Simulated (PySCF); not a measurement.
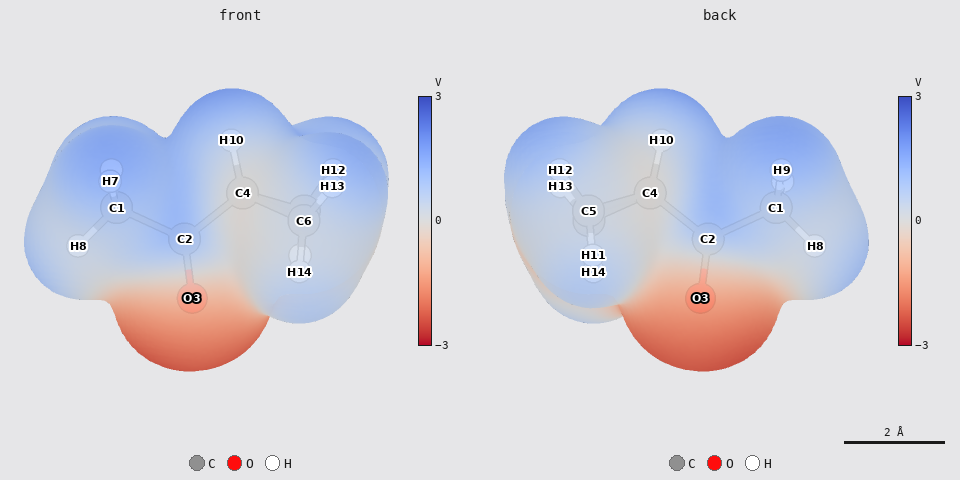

The picture shows: C5H8O. The molecular electrostatic potential painted on the density surface at 0.004 e/bohr³, seen from the front and from behind; the colour scale runs from red (negative) to blue (positive).

Geometry: PBE0-D3(BJ)/def2-SVP.

Computed with PBE0/pcSseg-1, SCF density, in a chloroform solvent model, non-relativistic (PySCF 2.14.0).

```xyz
14

C     2.1021    0.1879    0.3816
C     0.7230    0.6126   -0.0492
O     0.4628    1.7577   -0.3451
C    -0.3185   -0.4551   -0.0956
C    -1.3708   -0.3317   -1.1753
C    -1.7353   -0.0383    0.2304
H     2.0642   -0.2490    1.3925
H     2.7803    1.0498    0.3723
H     2.4830   -0.5970   -0.2911
H    -0.0038   -1.4607    0.1949
H    -1.2494    0.5204   -1.8494
H    -1.7257   -1.2569   -1.6353
H    -2.3527   -0.7523    0.7807
H    -1.8598    1.0122    0.5060
```

### Describe the electrostatic potential map.

The most negative region (about −2.3 V, or −53 kcal/mol for a unit charge) lies over O3, the most positive (about +1.6 V, or +37 kcal/mol for a unit charge) over H10. O3 is the likeliest acceptor of a hydrogen bond.

### How polar is the molecule by this calculation?

Its dipole moment is 3.58 D.
